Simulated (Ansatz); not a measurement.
**Geometry relaxation, with input and output: CH9FOSi**

The run: geometry relaxation of CH9FOSi. Method and program: RKS B3LYP-D4/def2-SVP (Ansatz 0.2.0).

It belongs to a series of runs on one base structure; here: end point B relaxed. Figures and captions count atoms from 1; the log counts them from 0 in places.

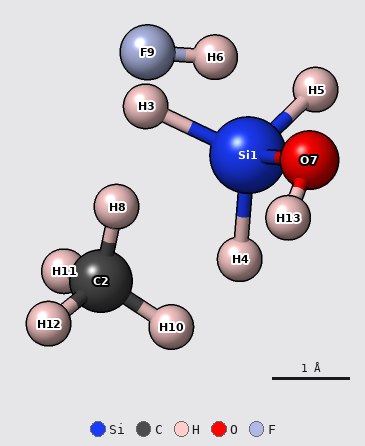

Fig. 1: The starting structure (ball-and-stick view, seen at a tilt; atoms are numbered from 1 in the order of the input). Bond lengths as drawn: C–H 1.09 to 1.11 Å, F–H 0.92 Å, H–O 0.97 Å, H–Si 1.49 Å and O–Si 1.73 Å.

### The input
```yaml
crystal:
  periodic: [false, false, false]
  atoms:
    - { symbol: Si, position_ang: [-1.519572, -0.549499, -0.449158] }
    - { symbol: C, position_ang: [1.545449, 0.298445, -0.611783] }
    - { symbol: H, position_ang: [-0.628785, -1.668893, -0.049321] }
    - { symbol: H, position_ang: [-1.277784, -0.17021, -1.868943] }
    - { symbol: H, position_ang: [-2.934202, -0.970274, -0.26746] }
    - { symbol: H, position_ang: [-0.142131, 0.04823, 2.344166] }
    - { symbol: O, position_ang: [-1.34276, 0.823585, 0.593293] }
    - { symbol: H, position_ang: [1.281997, 0.109748, 0.424122] }
    - { symbol: F, position_ang: [0.654532, -0.389944, 2.455495] }
    - { symbol: H, position_ang: [0.960071, 1.127768, -1.047448] }
    - { symbol: H, position_ang: [1.380095, -0.612466, -1.212659] }
    - { symbol: H, position_ang: [2.615227, 0.570439, -0.664455] }
    - { symbol: H, position_ang: [-0.592136, 1.382871, 0.354152] }
basis:
  gaussian: { orbitals: def2-SVP }
hamiltonian:
  xc: b3lyp
  dispersion: d4
relax:
  f_tol: 0.03
  max_steps: 50
output:
  orbitals: {}
```

Machine: 2 threads of Arm Neoverse V1, 24 GiB of memory available, shared host.

Run as:
```bash
ansatz run input.yaml --threads 2 --pin off --max-ram 3072MiB --backend cpu --events-out ev --progress --plain --runs-dir out
```

### The program's output
```
The last accepted step is kept in [file] (removed where the run ends without a failure and the disk answers)
Engine: ansatz 0.2.0, aarch64-unknown-linux-gnu
Functional definition: B3LYP
  parameter a0 = 0.2
  parameter ax = 0.72
  parameter ac = 0.81
  exchange = (1 - a0 - ax)*slater_x + ax*b88_x + a0*exact_x
  correlation = (1 - ac)*vwn_rpa_c + ac*lyp_c
1114 factors; integrals over basis functions are off by at most 3.9e-4 eV
mean field evaluation 1: about -13811.0457 eV, gradient 6.7e1 eV
mean field evaluation 2: about -13801.2051 eV, gradient 9.8e1 eV
mean field evaluation 4: about -13819.7262 eV, gradient 3.1e0 eV
mean field evaluation 8: about -13819.7510 eV, gradient 3.4e-2 eV
mean field -13819.75101609 eV, -507.8664824774 hartree, gradient 4.3e-5 eV, S^2 0.000000; 0 other end points of the search recorded, 0 dependent functions left out
the calculation of the forces begins
reference -13819.75126935 eV, -507.8664917849 hartree; 23, 23 occupied and 82, 82 virtual orbitals, 1114 factors
relax step   1: F+E_penalty+E_count = -13820.05398799 eV  Δ(F+E_penalty+E_count) = +0.000e0 eV  max|allowed force component| = 9.913e-1 eV/Å  Δτ_max = 0.0000 Å  (23 SCF iters, accepted)
these checks for a lower state are left out or cut short: starts, cluster_reference, orbital_swaps, neighbouring_geometries, increment
1114 factors; integrals over basis functions are off by at most 3.7e-4 eV
mean field evaluation 16: about -13819.9145 eV, gradient 3.5e-1 eV
mean field -13819.92232175 eV, -507.8727778447 hartree, gradient 7.6e-6 eV, S^2 0.000000; 0 other end points of the search recorded, 0 dependent functions left out
[... from here on the field's lines of each further geometry are left out, up to the last ...]
relax step   2: F+E_penalty+E_count = -13820.21915509 eV  Δ(F+E_penalty+E_count) = -1.652e-1 eV  max|allowed force component| = 9.835e-1 eV/Å  Δτ_max = 0.1949 Å  (28 SCF iters, accepted)
relax step   3: F+E_penalty+E_count = -13820.31532178 eV  Δ(F+E_penalty+E_count) = -9.617e-2 eV  max|allowed force component| = 6.417e-1 eV/Å  Δτ_max = 0.1949 Å  (28 SCF iters, accepted)
relax step   4: F+E_penalty+E_count = -13820.34718418 eV  Δ(F+E_penalty+E_count) = -3.186e-2 eV  max|allowed force component| = 3.676e-1 eV/Å  Δτ_max = 0.1937 Å  (28 SCF iters, accepted)
relax step   5: F+E_penalty+E_count = -13820.35847076 eV  Δ(F+E_penalty+E_count) = -1.129e-2 eV  max|allowed force component| = 1.998e-1 eV/Å  Δτ_max = 0.1193 Å  (24 SCF iters, accepted)
relax step   6: F+E_penalty+E_count = -13820.33157865 eV  Δ(F+E_penalty+E_count) = +2.689e-2 eV  max|allowed force component| = 5.938e-1 eV/Å  Δτ_max = 0.1893 Å  (28 SCF iters, rejected (line search))
relax step   7: F+E_penalty+E_count = -13820.36982951 eV  Δ(F+E_penalty+E_count) = -1.136e-2 eV  max|allowed force component| = 7.312e-2 eV/Å  Δτ_max = 0.0923 Å  (24 SCF iters, accepted)
relax step   8: F+E_penalty+E_count = -13820.37483086 eV  Δ(F+E_penalty+E_count) = -5.001e-3 eV  max|allowed force component| = 9.108e-2 eV/Å  Δτ_max = 0.0978 Å  (25 SCF iters, accepted)
relax step   9: F+E_penalty+E_count = -13820.37748729 eV  Δ(F+E_penalty+E_count) = -2.656e-3 eV  max|allowed force component| = 2.231e-1 eV/Å  Δτ_max = 0.1428 Å  (24 SCF iters, accepted)
relax step  10: F+E_penalty+E_count = -13820.38198180 eV  Δ(F+E_penalty+E_count) = -4.495e-3 eV  max|allowed force component| = 1.348e-1 eV/Å  Δτ_max = 0.0588 Å  (23 SCF iters, accepted)
relax step  11: F+E_penalty+E_count = -13820.38942203 eV  Δ(F+E_penalty+E_count) = -7.440e-3 eV  max|allowed force component| = 6.359e-2 eV/Å  Δτ_max = 0.1324 Å  (23 SCF iters, accepted)
relax step  12: F+E_penalty+E_count = -13820.39610489 eV  Δ(F+E_penalty+E_count) = -6.683e-3 eV  max|allowed force component| = 2.204e-1 eV/Å  Δτ_max = 0.1951 Å  (25 SCF iters, accepted)
relax step  13: F+E_penalty+E_count = -13820.40102433 eV  Δ(F+E_penalty+E_count) = -4.919e-3 eV  max|allowed force component| = 1.745e-1 eV/Å  Δτ_max = 0.0780 Å  (25 SCF iters, accepted)
relax step  14: F+E_penalty+E_count = -13820.40801270 eV  Δ(F+E_penalty+E_count) = -6.988e-3 eV  max|allowed force component| = 2.501e-1 eV/Å  Δτ_max = 0.1436 Å  (26 SCF iters, accepted)
relax step  15: F+E_penalty+E_count = -13820.41349409 eV  Δ(F+E_penalty+E_count) = -5.481e-3 eV  max|allowed force component| = 1.525e-1 eV/Å  Δτ_max = 0.0847 Å  (25 SCF iters, accepted)
relax step  16: F+E_penalty+E_count = -13820.41724084 eV  Δ(F+E_penalty+E_count) = -3.747e-3 eV  max|allowed force component| = 8.470e-2 eV/Å  Δτ_max = 0.1019 Å  (25 SCF iters, accepted)
relax step  17: F+E_penalty+E_count = -13820.41828594 eV  Δ(F+E_penalty+E_count) = -1.045e-3 eV  max|allowed force component| = 5.979e-2 eV/Å  Δτ_max = 0.0353 Å  (24 SCF iters, accepted)
relax step  18: F+E_penalty+E_count = -13820.41898055 eV  Δ(F+E_penalty+E_count) = -6.946e-4 eV  max|allowed force component| = 3.300e-2 eV/Å  Δτ_max = 0.0415 Å  (24 SCF iters, accepted)
the calculation of the forces begins
reference -13820.14513893 eV, -507.8809662248 hartree; 23, 23 occupied and 82, 82 virtual orbitals, 1114 factors
relax step  19: F+E_penalty+E_count = -13820.41911911 eV  Δ(F+E_penalty+E_count) = -1.386e-4 eV  max|allowed force component| = 1.670e-2 eV/Å  Δτ_max = 0.0255 Å  (25 SCF iters, accepted)
1114 factors; integrals over basis functions are off by at most 5.4e-4 eV
mean field evaluation 128: about -13820.1449 eV, gradient 1.1e-3 eV
```

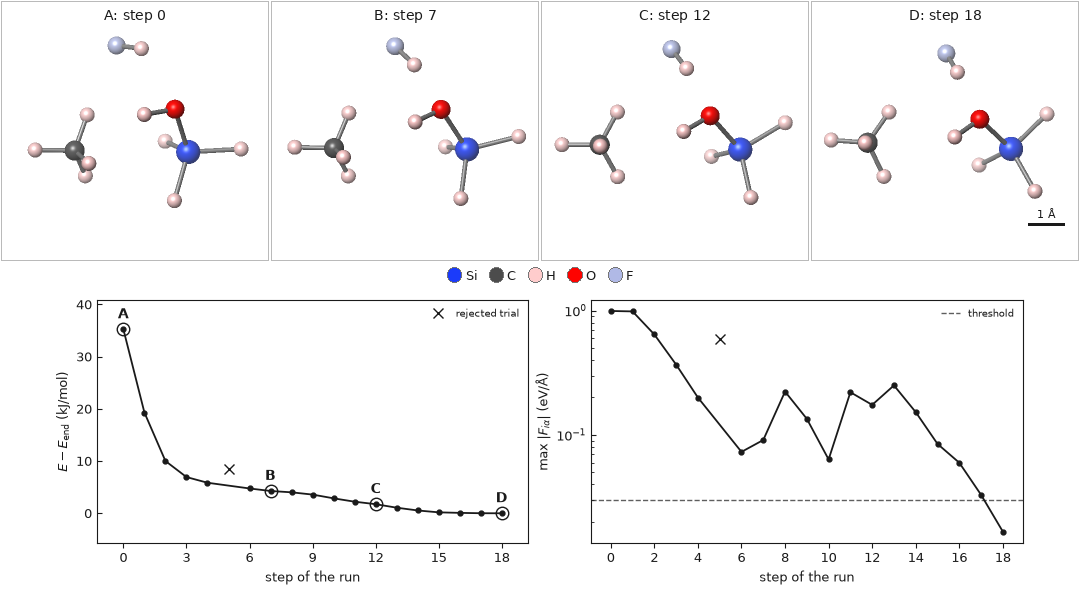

Fig. 2: Frames of the relaxation (ball-and-stick view, seen on its broad side) above the curves, on which the letters mark them (the first geometry is step 0 here and step 1 in the log).

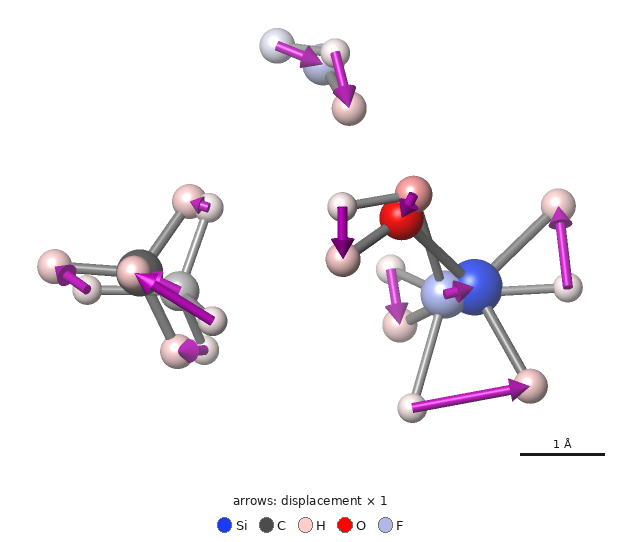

Fig. 3: Start (faint) and end (solid) with the displacements as pink arrows, at true length (ball-and-stick view, seen on its broad side). The two geometries are laid on each other by the best rigid fit. After 18 geometry steps the energy has fallen by 35.2 kJ/mol. The largest force component goes from 0.99 to 0.017 eV/Å. The line search rejected the trial step at point 5 (counted from 0) and went back. H4 moves most after the best rigid fit: 1.44 Å. By element the largest moves are H 1.44 Å, F 0.61 Å, C 0.52 Å, Si 0.38 Å, O 0.33 Å. Distances before and after: Si1–O7 1.733 → 1.699 Å, H6–F9 0.916 → 0.948 Å, C2–H8 1.085 → 1.098 Å, Si1–H5 1.487 → 1.481 Å. Among the angles that change: Si1–O7–H13 112.9° → 116.7°, H3–Si1–H5 108.9° → 111.3°. (Atoms are counted from 1 in the order of the input.)

```
mean field -13820.14487836 eV, -507.8809566493 hartree, gradient 8.0e-5 eV, S^2 0.000000; 1 other end points of the search recorded, 0 dependent functions left out
the calculation of the forces begins
reference -13820.14513893 eV, -507.8809662248 hartree; 23, 23 occupied and 82, 82 virtual orbitals, 1114 factors
Total energy: -13820.41937967 eV, -507.8910443862 hartree
Atom 0 at    -1.844528    -0.724173    -0.319878 Å, force     0.002386     0.010207     0.012135 eV/Å
Atom 1 at     2.013189     0.440188    -0.426275 Å, force     0.000789     0.004970     0.004076 eV/Å
Atom 2 at    -0.769200    -1.690401    -0.667136 Å, force     0.001125    -0.000443    -0.005287 eV/Å
Atom 3 at    -2.649916    -0.427458    -1.538345 Å, force     0.000570    -0.001345    -0.003916 eV/Å
Atom 4 at    -2.706317    -1.246919     0.764578 Å, force    -0.004318    -0.002095     0.003662 eV/Å
Atom 5 at    -0.390635     0.256792     1.660098 Å, force     0.000961    -0.000125     0.001475 eV/Å
Atom 6 at    -1.195306     0.723791     0.287069 Å, force    -0.004576    -0.010502    -0.016705 eV/Å
Atom 7 at     1.517550     0.119184     0.498901 Å, force     0.003056    -0.000087    -0.003386 eV/Å
Atom 8 at     0.067297    -0.314193     2.261969 Å, force     0.001032    -0.000222     0.003094 eV/Å
Atom 9 at     1.866325     1.520842    -0.582927 Å, force     0.001905    -0.007717    -0.000938 eV/Å
Atom 10 at     1.608261    -0.117732    -1.283934 Å, force     0.001407     0.002002     0.000571 eV/Å
Atom 11 at     3.092020     0.242840    -0.351717 Å, force    -0.006121     0.000942    -0.001081 eV/Å
Atom 12 at    -0.608740     1.217039    -0.302404 Å, force     0.001784     0.004414     0.006300 eV/Å
Dipole moment:    -0.152225     0.176648    -0.591930 e Å
```

### Trajectory as extended XYZ (Å, eV, eV/Å), 8 of the 19 frames kept, from step=1 to step=19
```
13
Properties=species:S:1:pos:R:3:forces:R:3 step=1 energy=-13820.05399
Si   -1.5196   -0.5495   -0.4492   -0.2947   0.7707   0.7295
C     1.5454    0.2984   -0.6118    0.5515   0.1502  -0.5975
H    -0.6288   -1.6689   -0.0493   -0.0016  -0.0014  -0.0092
H    -1.2778   -0.1702   -1.8689   -0.0012  -0.0047   0.0165
H    -2.9342   -0.9703   -0.2675    0.0036   0.0065  -0.0134
H    -0.1421    0.0482    2.3442   -0.9136   0.4913  -0.3791
O    -1.3428    0.8236    0.5933    0.0809  -0.9913  -0.4253
H     1.2820    0.1097    0.4241   -0.0748  -0.0454   0.3309
F     0.6545   -0.3899    2.4555    0.6978  -0.4114   0.2201
H     0.9601    1.1278   -1.0474    0.0877  -0.0903   0.0529
H     1.3801   -0.6125   -1.2127    0.0423   0.1733   0.0929
H     2.6152    0.5704   -0.6645   -0.1644  -0.0419  -0.0092
H    -0.5921    1.3829    0.3542   -0.0134  -0.0058  -0.0090
13
Properties=species:S:1:pos:R:3:forces:R:3 step=4 energy=-13820.34718
Si   -1.7100   -0.6397   -0.3288    0.0657   0.1598   0.1371
C     1.8188    0.3858   -0.6549   -0.0348  -0.0010  -0.0484
H    -0.8443   -1.8143   -0.0466   -0.0327  -0.0220  -0.0297
H    -1.5041   -0.1715   -1.7285   -0.0167  -0.0091   0.0083
H    -3.1378   -0.9731   -0.0961    0.0121   0.0023   0.0291
H    -0.3369    0.0746    1.9777    0.0389   0.0050  -0.0157
O    -1.3109    0.6368    0.7364    0.2793   0.0632  -0.3676
H     1.5468    0.1789    0.3883   -0.0623   0.0177   0.0430
F     0.3998   -0.3028    2.4361   -0.0091   0.0031   0.0145
H     1.2623    1.2520   -1.0508    0.0253  -0.0141   0.0478
H     1.5884   -0.4942   -1.2740    0.0227   0.0163   0.0111
H     2.8942    0.6035   -0.7165   -0.0008  -0.0072  -0.0038
H    -0.6662    1.2637    0.3576   -0.2876  -0.2140   0.1743
13
Properties=species:S:1:pos:R:3:forces:R:3 step=6 energy=-13820.33158 accepted=F
Si   -1.6938   -0.6586   -0.3498   -0.5938  -0.2109   0.0125
C     1.8071    0.4135   -0.5840   -0.0114   0.0815   0.0004
H    -0.8894   -1.8981   -0.1720    0.1759   0.1708   0.0046
H    -1.7297   -0.2526   -1.7858    0.1706   0.0666   0.0723
H    -3.0783   -0.9415    0.0956   -0.0749  -0.0804   0.0099
H    -0.2058    0.1091    1.8586   -0.1727  -0.0420   0.1975
O    -1.2099    0.6361    0.6330    0.2317  -0.1702  -0.0652
H     1.4718    0.1952    0.4382    0.0439  -0.0081   0.0042
F     0.3673   -0.3314    2.4687    0.0690   0.0396  -0.1420
H     1.3245    1.3242   -0.9758    0.0086   0.0052   0.0286
H     1.5580   -0.4294   -1.2421    0.0037  -0.0572  -0.0311
H     2.8946    0.5718   -0.5906   -0.0061  -0.0276   0.0149
H    -0.6163    1.2613    0.2060    0.1554   0.2326  -0.1066
13
Properties=species:S:1:pos:R:3:forces:R:3 step=9 energy=-13820.37749
Si   -1.7759   -0.6977   -0.3474   -0.1259  -0.0462  -0.0403
C     1.8563    0.4415   -0.5495    0.0393   0.0699  -0.1577
H    -0.8979   -1.8921   -0.2103   -0.0071   0.0459  -0.0115
H    -1.8542   -0.2908   -1.7864    0.0062  -0.0145   0.1302
H    -3.1337   -0.9984    0.1901    0.1220   0.0209  -0.0391
H    -0.2517    0.1242    1.8529    0.0486  -0.0387   0.0843
O    -1.1782    0.6047    0.5630   -0.0184  -0.0136  -0.0484
H     1.5346    0.1880    0.4698    0.0044   0.0234  -0.0235
F     0.3830   -0.2812    2.4290   -0.0662   0.0416  -0.0725
H     1.4630    1.4336   -0.8558    0.0971  -0.2231   0.0803
H     1.4939   -0.3286   -1.2563    0.0874   0.1472   0.1139
H     2.9603    0.4806   -0.5871   -0.2138  -0.0172  -0.0133
H    -0.5994    1.2159    0.0881    0.0265   0.0045  -0.0024
13
Properties=species:S:1:pos:R:3:forces:R:3 step=11 energy=-13820.38942
Si   -1.8021   -0.7166   -0.3441   -0.0184  -0.0002  -0.0071
C     1.8923    0.4512   -0.5243   -0.0348   0.0200   0.0064
H    -0.8712   -1.8753   -0.2805   -0.0065   0.0156  -0.0170
H    -2.0143   -0.3216   -1.7688   -0.0112  -0.0211   0.0536
H    -3.0913   -1.0556    0.3141    0.0636   0.0183  -0.0153
H    -0.2816    0.1629    1.8230   -0.0213   0.0017  -0.0005
O    -1.1759    0.6181    0.4973   -0.0042   0.0249  -0.0374
H     1.5542    0.1610    0.4797   -0.0149   0.0142  -0.0213
F     0.3221   -0.2672    2.4108    0.0037  -0.0090   0.0029
H     1.5766    1.4818   -0.7603    0.0133  -0.0316   0.0176
H     1.4807   -0.2391   -1.2760    0.0028  -0.0015   0.0067
H     2.9887    0.4104   -0.5659    0.0360  -0.0014  -0.0081
H    -0.5783    1.1898   -0.0050   -0.0081  -0.0299   0.0195
13
Properties=species:S:1:pos:R:3:forces:R:3 step=14 energy=-13820.40801
Si   -1.8221   -0.7230   -0.3274   -0.0369  -0.0257   0.0375
C     1.9534    0.4513   -0.4666    0.0325   0.0677  -0.0881
H    -0.7711   -1.7674   -0.4929   -0.0609   0.0490  -0.0109
H    -2.4034   -0.3905   -1.6658    0.0286  -0.0256   0.1044
H    -2.8795   -1.1805    0.6176    0.1178   0.0578  -0.0896
H    -0.3539    0.2247    1.7272    0.0087  -0.0161   0.0167
O    -1.1784    0.6914    0.3640    0.0011  -0.0171  -0.0929
H     1.5006    0.1380    0.4867    0.0535   0.0502  -0.0942
F     0.1628   -0.3039    2.3206   -0.0352   0.0124  -0.0135
H     1.7804    1.5327   -0.6468    0.0369  -0.2501   0.0600
H     1.5230   -0.1356   -1.3002    0.1053   0.1005   0.1465
H     3.0439    0.2764   -0.4273   -0.2028   0.0275  -0.0290
H    -0.5557    1.1863   -0.1891   -0.0487  -0.0304   0.0532
13
Properties=species:S:1:pos:R:3:forces:R:3 step=16 energy=-13820.41724
Si   -1.8283   -0.7185   -0.3173   -0.0093   0.0159  -0.0024
C     1.9883    0.4384   -0.4422   -0.0037  -0.0395  -0.0023
H    -0.7494   -1.7051   -0.6041   -0.0462   0.0337   0.0092
H    -2.5603   -0.4139   -1.5854    0.0304  -0.0195   0.0847
H    -2.7563   -1.2233    0.7270    0.0538   0.0325  -0.0618
H    -0.3886    0.2468    1.6811    0.0709  -0.0658   0.0778
O    -1.1875    0.7261    0.3147   -0.0335  -0.0697  -0.0588
H     1.5148    0.1098    0.4913   -0.0093   0.0063   0.0120
F     0.0821   -0.3235    2.2783   -0.0674   0.0691  -0.0734
H     1.8170    1.5129   -0.6036   -0.0130   0.0578   0.0016
H     1.5844   -0.1319   -1.2912   -0.0093  -0.0142  -0.0145
H     3.0710    0.2663   -0.3840    0.0418  -0.0087   0.0047
H    -0.5870    1.2156   -0.2646   -0.0052   0.0020   0.0231
13
Properties=species:S:1:pos:R:3:forces:R:3 step=19 energy=-13820.41912
Si   -1.8445   -0.7242   -0.3199    0.0024   0.0102   0.0121
C     2.0132    0.4402   -0.4263    0.0008   0.0050   0.0041
H    -0.7692   -1.6904   -0.6671    0.0011  -0.0004  -0.0053
H    -2.6499   -0.4275   -1.5383    0.0006  -0.0013  -0.0039
H    -2.7063   -1.2469    0.7646   -0.0043  -0.0021   0.0037
H    -0.3906    0.2568    1.6601    0.0010  -0.0001   0.0015
O    -1.1953    0.7238    0.2871   -0.0046  -0.0105  -0.0167
H     1.5175    0.1192    0.4989    0.0031  -0.0001  -0.0034
F     0.0673   -0.3142    2.2620    0.0010  -0.0002   0.0031
H     1.8663    1.5208   -0.5829    0.0019  -0.0077  -0.0009
H     1.6083   -0.1177   -1.2839    0.0014   0.0020   0.0006
H     3.0920    0.2428   -0.3517   -0.0061   0.0009  -0.0011
H    -0.6087    1.2170   -0.3024    0.0018   0.0044   0.0063
```

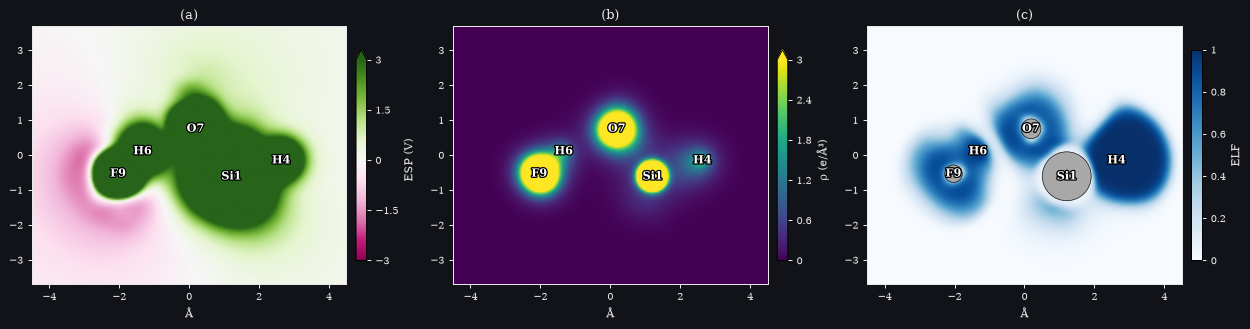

Fig. 4: (a) molecular electrostatic potential; (b) electron density; (c) electron localisation function on the plane of atoms H4, Si1 and O7. Grey discs, where drawn, cover atomic cores. The section cuts through Si, H, O and F sites. O7···H6 (1.66 Å): ρ at the midpoint is about 0.73 e/Å³, with its minimum of 0.33 e/Å³ about 1.1 Å from O; the ELF is only about 0.15 between them (by its geometry a hydrogen bond between the two molecules, with no shared pair). Si–H (1.49 Å): ρ is about 0.78 e/Å³ halfway; the ELF climbs to about 1 towards the hydrogen.

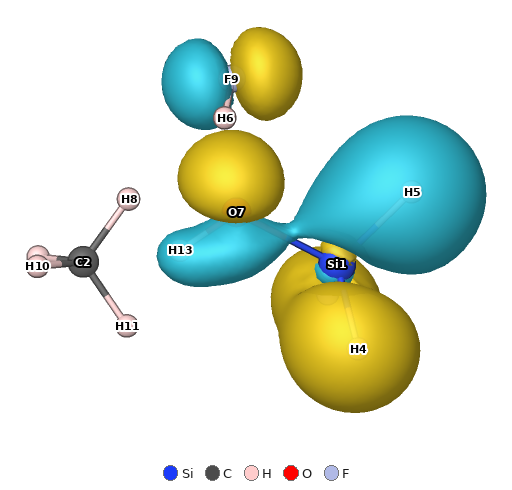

Fig. 5: One frontier orbital at ±0.1 Å⁻³ᐟ² (yellow and cyan are the two phases), seen at a tilt. The HOMO−1, at −9.61 eV. Its weight (Hirshfeld) is mainly on Si1 (30 %), H5 (25 %), O7 (15 %), H4 (10 %) and F9 (10 %).

### Key numbers

- outcome: converged
- total energy: −13820.4194 eV
- mean-field energy: −13820.1451 eV
- largest force (length of the vector) at the end: 0.020 eV/Å
- wall time: 49 s (CPU time 95 s)
- peak memory: 0.22 GiB
